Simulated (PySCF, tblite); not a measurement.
# CH10BOPSi: a rotation path, then NMR shifts on frames

Aim: move CH10BOPSi (`C[SiH2]O[BH2-][PH3+]`) away from its starting geometry and see how NMR shifts follow the geometry.

The runs use tblite 0.8.0 and PySCF 2.14.0, with density-fitted response routines of our own; the level of theory stands in each step. All values are computed, except where a source is named. Atoms are numbered from 0 throughout.

## 1. Starting geometry

15 atoms, charge 0, multiplicity 1; geometry from: GFN2-xTB.

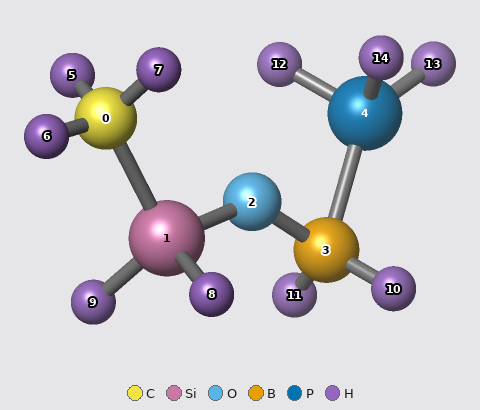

As it starts; carbon yellow, silicon pink, oxygen blue, boron amber, phosphorus blue, hydrogen purple, atoms numbered; sticks join atoms by distance.

## 2. The rotation path with GFN2-xTB

The job: settings as JSON, then the geometry in Å.

```
{"job": {"kind": "neb", "xc": "GFN2-xTB", "basis": "xTB", "atoms": [0, 1, 2, 3], "turn": 120}, "charge": 0, "multiplicity": 1}
C      2.123721    -0.202976     1.303710
Si     1.443676    -0.246466    -0.466871
O     -0.137221    -0.015230    -0.305686
B     -1.268101     0.071606    -1.199276
P     -2.347861     0.349618     0.425199
H      1.693930    -0.981654     1.927678
H      3.197622    -0.355087     1.284886
H      1.936711     0.749383     1.792000
H      2.038098     0.822546    -1.283808
H      1.709591    -1.547540    -1.099246
H     -1.305170     1.040221    -1.883400
H     -1.581783    -0.944091    -1.726347
H     -2.058813    -0.668163     1.304675
H     -3.676181     0.565989     0.815011
H     -1.772633     1.369835     1.147116
```

With the program's defaults for keys left out, this is: GFN2-xTB climbing-image nudged elastic band, gas phase.

The run is started by

```
$ OMP_NUM_THREADS=1 python probes_run.py task.json out
```

This one command runs all jobs of the session in turn.

What it wrote:

```text
image   E - E0 / eV
  0       0.0000
  1       0.0068
  2       0.0232
  3       0.0435
  4       0.0577
  5       0.0587
  6       0.0505
  7       0.0420
  8       0.0290
```

Wall time 2.1 s (1 thread of Arm Neoverse V2, shared host); peak memory 0.18 GiB.

The final band, with the dihedral C0–Si1–O2–B3:

| image | dihedral (°) | energy (eV) | energy (kcal/mol) |
| --- | --- | --- | --- |
| 0 | -180 | 0.000 | 0.0 |
| 1 | -166 | 0.007 | 0.2 |
| 2 | -152 | 0.023 | 0.5 |
| 3 | -135 | 0.043 | 1.0 |
| 4 | -117 | 0.058 | 1.3 |
| 5 | -100 | 0.059 | 1.4 |
| 6 | -84 | 0.050 | 1.2 |
| 7 | -69 | 0.042 | 1.0 |
| 8 | -60 | 0.029 | 0.7 |

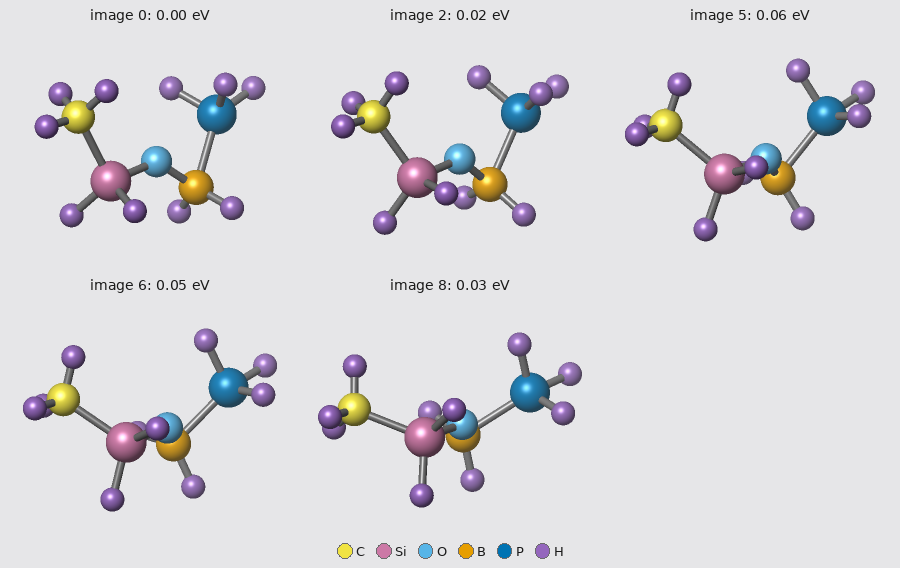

Images along the band.

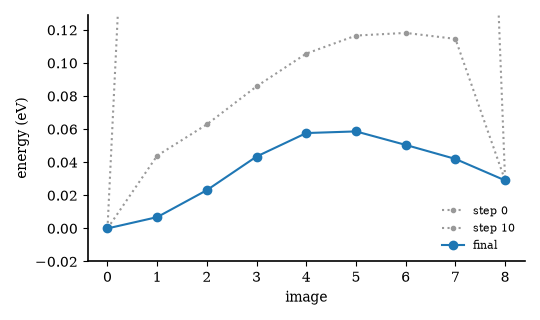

Energy along the band, early and final.

## 3. Nuclear shieldings: image 0, PBE0/pcSseg-1

The job: settings as JSON, then the geometry in Å.

```
{"job": {"kind": "nmr", "xc": "PBE0", "basis": "pcSseg-1", "pop": false}, "charge": 0, "multiplicity": 1}
C      2.123700    -0.203000     1.303700
Si     1.443700    -0.246500    -0.466900
O     -0.137200    -0.015200    -0.305700
B     -1.268100     0.071600    -1.199300
P     -2.347900     0.349600     0.425200
H      1.693900    -0.981700     1.927700
H      3.197600    -0.355100     1.284900
H      1.936700     0.749400     1.792000
H      2.038100     0.822500    -1.283800
H      1.709600    -1.547500    -1.099200
H     -1.305200     1.040200    -1.883400
H     -1.581800    -0.944100    -1.726300
H     -2.058800    -0.668200     1.304700
H     -3.676200     0.566000     0.815000
H     -1.772600     1.369800     1.147100
```

Level: GIAO PBE0/pcSseg-1 NMR shielding, non-relativistic, gas phase.

What it wrote:

```text
coarse grid: 12712 points
cycle   1  E = -774.4421744931  dE =  3.627e-01  |g| = 7.983e-01  |ddm| = 3.264e+00
cycle   2  E = -774.1660301537  dE =  2.761e-01  |g| = 1.411e+00  |ddm| = 2.593e+00
cycle   3  E = -774.5710565130  dE = -4.050e-01  |g| = 1.403e-01  |ddm| = 1.999e+00
cycle   4  E = -774.5747225098  dE = -3.666e-03  |g| = 5.546e-02  |ddm| = 1.596e-01
cycle   5  E = -774.5754673771  dE = -7.449e-04  |g| = 8.456e-03  |ddm| = 4.654e-02
cycle   6  E = -774.5754870862  dE = -1.971e-05  |g| = 2.117e-03  |ddm| = 1.252e-02
cycle   7  E = -774.5754882592  dE = -1.173e-06  |g| = 3.999e-04  |ddm| = 2.513e-03
final grid: 111200 points
cycle   8  E = -774.6135298227  dE = -2.818e-05  |g| = 7.625e-03  |ddm| = 2.421e-02
cycle   9  E = -774.6135224311  dE =  7.392e-06  |g| = 9.980e-03  |ddm| = 1.209e-02
cycle  10  E = -774.6135415435  dE = -1.911e-05  |g| = 1.409e-03  |ddm| = 8.025e-03
cycle  11  E = -774.6135419686  dE = -4.250e-07  |g| = 1.728e-04  |ddm| = 1.586e-03
cycle  12  E = -774.6135419756  dE = -7.028e-09  |g| = 6.258e-05  |ddm| = 2.357e-04
cycle  13  E = -774.6135419765  dE = -8.765e-10  |g| = 1.250e-05  |ddm| = 6.346e-05
converged SCF energy = -774.6135419765

GIAO shielding tensors (ppm)
atom      isotropic    diamagn.    paramagn.     s11        s22        s33       span
  0 C      187.454     254.063     -66.609    175.638    189.630    197.095     21.457
  1 Si     374.634     880.995    -506.361    321.420    360.933    441.548    120.128
  2 O      291.964     404.811    -112.847    206.482    306.613    362.798    156.315
  3 B      115.385     186.825     -71.440    102.261    102.728    141.166     38.905
  4 P      504.971     967.385    -462.414    471.975    485.626    557.312     85.337
  5 H       31.327      32.157      -0.830     27.345     29.447     37.188      9.843
  6 H       32.051      28.832       3.220     28.081     28.167     39.905     11.824
  7 H       31.326      32.174      -0.848     27.348     29.441     37.189      9.841
  8 H       26.630      29.848      -3.218     23.068     25.179     31.644      8.576
  9 H       26.632      29.841      -3.209     23.067     25.181     31.648      8.581
 10 H       28.136      29.239      -1.103     25.094     27.615     31.699      6.605
 11 H       28.134      29.238      -1.104     25.094     27.616     31.693      6.599
 12 H       28.443      31.273      -2.831     24.290     27.058     33.981      9.691
 13 H       27.647      28.068      -0.421     23.105     23.168     36.668     13.563
 14 H       28.448      31.289      -2.841     24.286     27.070     33.987      9.701
```

Run time: 15 s. Hardware: 1 thread of Arm Neoverse V2, shared host; peak memory 0.71 GiB.

Shifts follow as δ = σ(reference) − σ, with reference shieldings (ppm) from runs at the same level and on the same kind of geometry: 1H TMS 31.72, 13C TMS 186.9, 29Si TMS 349.2, 17O H2O 336.1, 31P H3PO4 318.4, 11B BF3·OEt2 100.1. The references are single molecules in the gas phase, so shifts against H2O, NH3, PH3, H3PO4 or CFCl3 are not on the usual liquid scales and can be off by tens of ppm. Each atom is listed at this fixed geometry, with no averaging over motion; a spectrum would average atoms that exchange fast.

| atoms | environment | σ (ppm) | δ (ppm) |
| --- | --- | --- | --- |
| C0 | methyl carbon bonded to Si | 187.5 | -0.5 |
| H8 | hydrogen on a silicon bonded to C, O | 26.63 | 5.09 |
| H9 | hydrogen on a silicon bonded to C, O | 26.63 | 5.09 |
| H13 | hydrogen on a phosphorus bonded to B | 27.65 | 4.07 |
| H11 | hydrogen on a boron bonded to O, P | 28.13 | 3.58 |
| H10 | hydrogen on a boron bonded to O, P | 28.14 | 3.58 |
| H12 | hydrogen on a phosphorus bonded to B | 28.44 | 3.27 |
| H14 | hydrogen on a phosphorus bonded to B | 28.45 | 3.27 |
| H7 | hydrogen on a methyl carbon bonded to Si | 31.33 | 0.39 |
| H5 | hydrogen on a methyl carbon bonded to Si | 31.33 | 0.39 |
| H6 | hydrogen on a methyl carbon bonded to Si | 32.05 | -0.33 |
| Si1 | silicon bonded to C, O, 2 H | 374.6 | -25.5 |
| O2 | oxygen bonded to B, Si | 292.0 | 44.1 |
| B3 | boron bonded to O, P, 2 H | 115.4 | -15.3 |
| P4 | phosphorus bonded to B, 3 H | 505.0 | -186.6 |

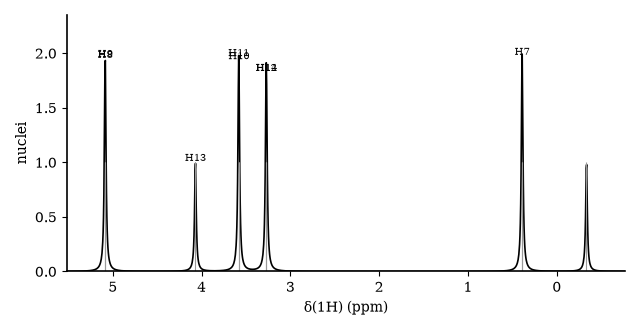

1H lines at the computed shifts, without couplings. Lines are broadened to a width of 0.02 ppm (Lorentzian).

The fields below are evaluated on a grid from the run's orbitals.

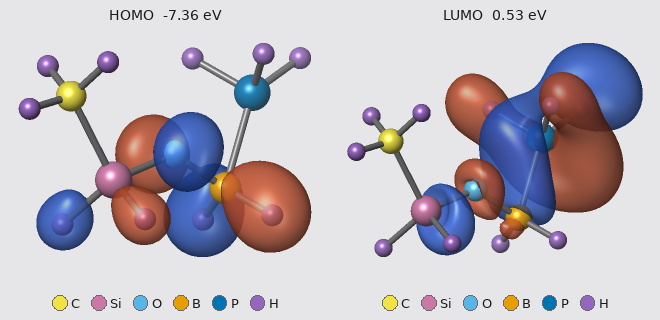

PBE0/pcSseg-1 orbitals near the gap, drawn at the value that encloses 70 % of each; the two colours are the two signs.

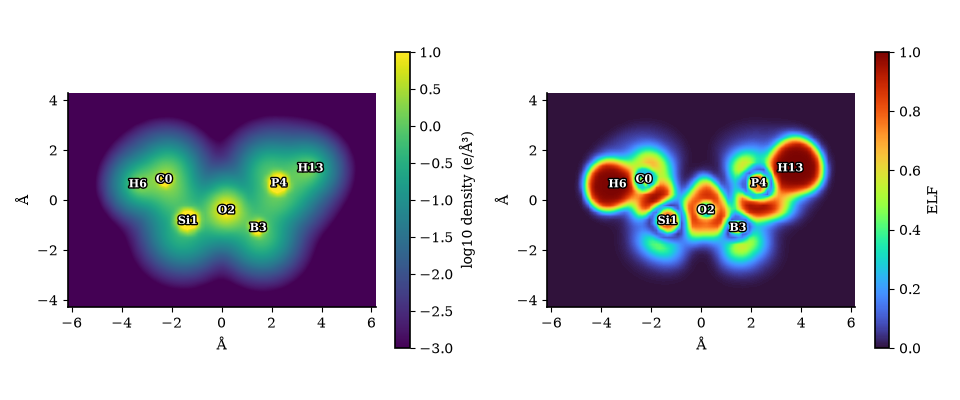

Density (left) and ELF (right) in a plane through or near 7 of the atoms.

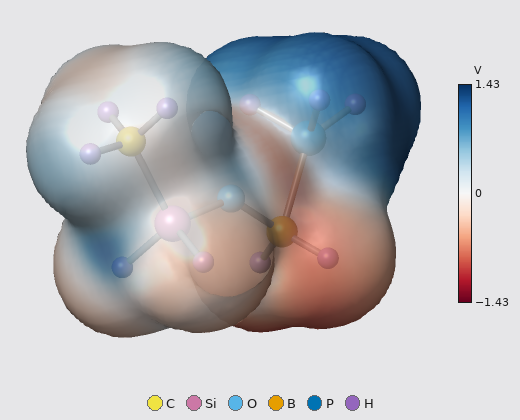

The potential that a unit positive charge feels on the 0.002 e/bohr³ surface, from the 1st to the 99th percentile, from -0.91 to 1.43 V.

## 4. Shielding tensors: image 2, PBE0/pcSseg-1

The job: settings as JSON, then the geometry in Å.

```
{"job": {"kind": "nmr", "xc": "PBE0", "basis": "pcSseg-1", "pop": false}, "charge": 0, "multiplicity": 1}
C      2.117700    -0.395400     1.286500
Si     1.462900    -0.034200    -0.457300
O     -0.132300     0.075100    -0.305100
B     -1.284700    -0.160800    -1.142400
P     -2.348900     0.455300     0.397800
H      1.701000    -1.312800     1.693200
H      3.197000    -0.506100     1.262600
H      1.887300     0.407800     1.980600
H      1.989800     1.246200    -0.955300
H      1.825400    -1.111700    -1.385200
H     -1.420700     0.581200    -2.057900
H     -1.521600    -1.303600    -1.358700
H     -1.934400    -0.258700     1.497800
H     -3.682200     0.645600     0.786000
H     -1.860600     1.680000     0.793000
```

Level: GIAO PBE0/pcSseg-1 NMR shielding, non-relativistic, gas phase.

What it wrote:

```text
coarse grid: 12712 points
cycle   1  E = -774.4412874111  dE =  3.624e-01  |g| = 7.993e-01  |ddm| = 3.265e+00
cycle   2  E = -774.1650374740  dE =  2.762e-01  |g| = 1.411e+00  |ddm| = 2.611e+00
cycle   3  E = -774.5703954302  dE = -4.054e-01  |g| = 1.405e-01  |ddm| = 2.017e+00
cycle   4  E = -774.5740572323  dE = -3.662e-03  |g| = 5.603e-02  |ddm| = 1.603e-01
cycle   5  E = -774.5748193896  dE = -7.622e-04  |g| = 8.370e-03  |ddm| = 4.756e-02
cycle   6  E = -774.5748386220  dE = -1.923e-05  |g| = 2.097e-03  |ddm| = 1.247e-02
cycle   7  E = -774.5748397746  dE = -1.153e-06  |g| = 3.999e-04  |ddm| = 2.499e-03
final grid: 111200 points
cycle   8  E = -774.6130815505  dE = -2.764e-05  |g| = 7.526e-03  |ddm| = 2.289e-02
cycle   9  E = -774.6130746299  dE =  6.921e-06  |g| = 9.761e-03  |ddm| = 1.211e-02
cycle  10  E = -774.6130931266  dE = -1.850e-05  |g| = 1.379e-03  |ddm| = 7.796e-03
cycle  11  E = -774.6130935316  dE = -4.050e-07  |g| = 1.811e-04  |ddm| = 1.593e-03
cycle  12  E = -774.6130935393  dE = -7.717e-09  |g| = 6.177e-05  |ddm| = 2.428e-04
cycle  13  E = -774.6130935402  dE = -8.386e-10  |g| = 1.187e-05  |ddm| = 6.051e-05
converged SCF energy = -774.6130935402

GIAO shielding tensors (ppm)
atom      isotropic    diamagn.    paramagn.     s11        s22        s33       span
  0 C      187.077     254.164     -67.086    174.545    189.547    197.140     22.596
  1 Si     374.388     881.006    -506.618    321.133    363.603    438.428    117.294
  2 O      296.931     404.874    -107.943    208.159    309.642    372.993    164.833
  3 B      115.620     186.813     -71.192    102.448    103.230    141.183     38.735
  4 P      505.171     967.361    -462.189    472.243    485.559    557.712     85.470
  5 H       31.348      32.102      -0.755     27.366     29.430     37.247      9.881
  6 H       32.054      28.833       3.221     28.064     28.205     39.895     11.831
  7 H       31.332      32.176      -0.845     27.437     29.477     37.081      9.645
  8 H       26.604      29.970      -3.367     22.845     25.225     31.741      8.896
  9 H       26.705      29.812      -3.108     23.097     25.454     31.564      8.468
 10 H       28.189      29.220      -1.030     25.055     27.708     31.806      6.751
 11 H       28.122      29.386      -1.264     25.141     27.539     31.686      6.545
 12 H       28.457      31.493      -3.036     24.187     27.268     33.915      9.729
 13 H       27.644      28.051      -0.407     23.076     23.172     36.684     13.608
 14 H       28.434      31.021      -2.587     24.386     26.824     34.093      9.707
```

It took 11 s on 1 thread of Arm Neoverse V2, shared host; peak memory 0.73 GiB.

Key values: δ C0 -0.2, Si1 -25.2, O2 39.1, B3 -15.6, H8 5.11, H9 5.01 ppm.

(Part 1 of 2 ends here.)
